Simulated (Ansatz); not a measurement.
Al: response to strain

Start from Al in the fcc (Cu type) structure (space group Fm-3m, No. 225; a = 3.994 Å; relaxed with 0.1 eV smearing). Axes: x, y, z lie along the cube axes.

Strains are applied to the cell and any free atomic positions relax; under biaxial strain the out-of-plane vector relaxes too.

Computed with r2SCAN (Ansatz, a program for electronic structure), without spin-orbit coupling.

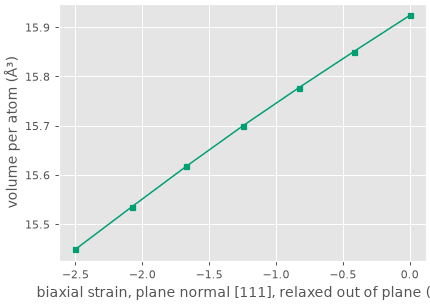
Volume per atom against biaxial strain, plane normal [111], relaxed out of plane

| biaxial strain, plane normal [111], relaxed out of plane (%) | volume per atom |
|---|---|
| -2.5 | 15.45 Å³ |
| -2.08 | 15.54 Å³ |
| -1.67 | 15.62 Å³ |
| -1.25 | 15.70 Å³ |
| -0.83 | 15.78 Å³ |
| -0.42 | 15.85 Å³ |

Whether these cells are dynamically stable was not tested.
